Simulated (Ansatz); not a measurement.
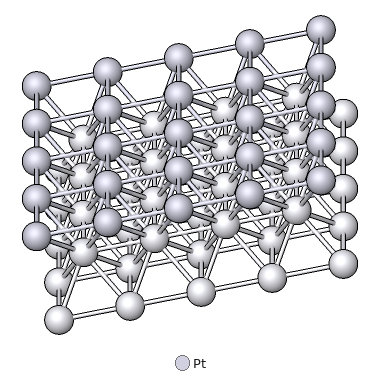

The system is S on a Pt(100) slab cut from the Fm-3m phase, its upper half relaxed before the scan (12 atoms of substrate and one adsorbate in a 2 × 2 cell); the picture shows it without the atoms that are moved over the map. 
- S is moved over the surface cell; relaxed at each place: the height of the adsorbate's atoms; substrate rigid; the origin of the map has the adsorbate above Pt9.
- Places are given modulo a cell vector. The map is drawn in real space over the plane of the surface.
- The scan uses a 6 × 6 grid; 10 points were computed and 26 follow by symmetry.
- Places are given in fractions of the 1 × 1 surface cell.
- All energies are given in eV relative to the lowest grid point.
- These are results of Ansatz 0.2.0, DFT PBE, scalar-relativistic, plane waves, PAW, not measurements. Settings: cutoff 420 eV, k-mesh 5×5×1, gaussian smearing 0.1 eV, no spin polarisation.

Range: position of S13 along the first surface vector from 0.000 to 0.833; position of S13 along the second surface vector from 0.000 to 0.833.

> Predict the map.

The lowest grid point is at a fourfold hollow over a second-layer Pt atom, (3/6, 3/6) of the cell vectors. It is the only kind of minimum in the scanned range. The highest grid point, the top site over a surface Pt atom, (0/6, 0/6) of the cell vectors, lies 2.13 eV above the lowest. On the interpolated surface the easiest way out of the lowest well to its copy in the next cell or period passes a barrier of about 0.86 eV. At the lowest point the adsorbate has 4 Pt at 2.38 Å as nearest neighbours, at the highest 1 Pt at 2.14 Å. Its relaxed height above the top atom is 1.31 Å at the lowest and 2.14 Å at the highest point.

```tsv
second ↓, first →	0/6	1/6	2/6	3/6	4/6	5/6
5/6	2.01	1.89	1.38	0.77	1.38	1.89
4/6	1.49	1.38	0.92	0.39	0.92	1.38
3/6	0.86	0.77	0.39	0.00	0.39	0.77
2/6	1.49	1.38	0.92	0.39	0.92	1.38
1/6	2.01	1.89	1.38	0.77	1.38	1.89
0/6	2.13	2.01	1.49	0.86	1.49	2.01
```

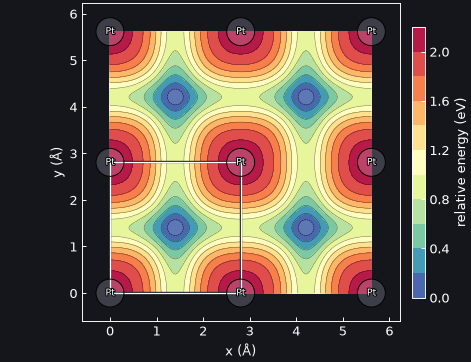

Drawn: filled contours, labelled circles for the atoms of the top layer and small ones for the second layer, the outline of one cell of the 2 × 2 shown. Between grid points the surface is interpolated.

Each point was launched as `ansatz run input.yaml --threads 8 --pin off --max-ram 22528MiB --backend cpu --events-out ev --progress --plain --runs-dir out`. The whole map (10 points run) took 11 min on 8 threads of Arm Neoverse N1, with other jobs on the host.

PAW datasets: the set soft_1.
